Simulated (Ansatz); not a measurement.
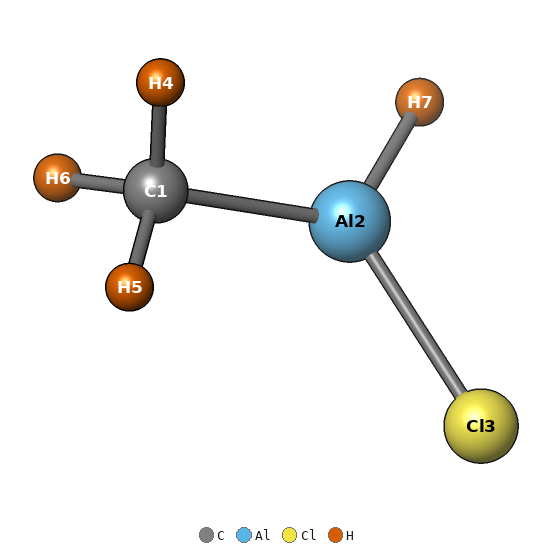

The atoms are numbered. The geometry was computed by an optimisation with PBE0-D4/def2-TZVP. No frequency run is at hand to confirm it as a minimum.

List the bonds and their lengths.

```csv
bond,length (Å)
C1–Al2,1.938
C1–H4,1.095
C1–H5,1.091
C1–H6,1.095
Al2–Cl3,2.105
Al2–H7,1.579
```
